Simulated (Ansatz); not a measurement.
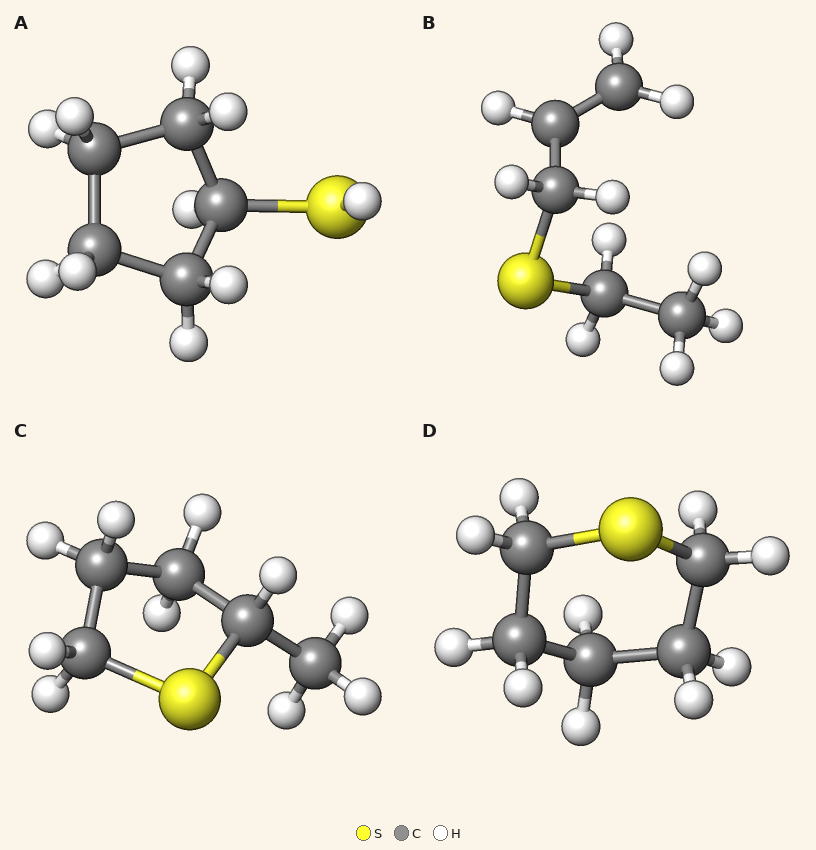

(Drawn from a calculation with Ansatz.)

**Which panel belongs to which SMILES?**
(1) C=CCSCC
(2) C1CCSCC1
(3) SC1CCCC1
(4) C[C@H]1CCCS1

A is (3), B is (1), C is (4), D is (2).
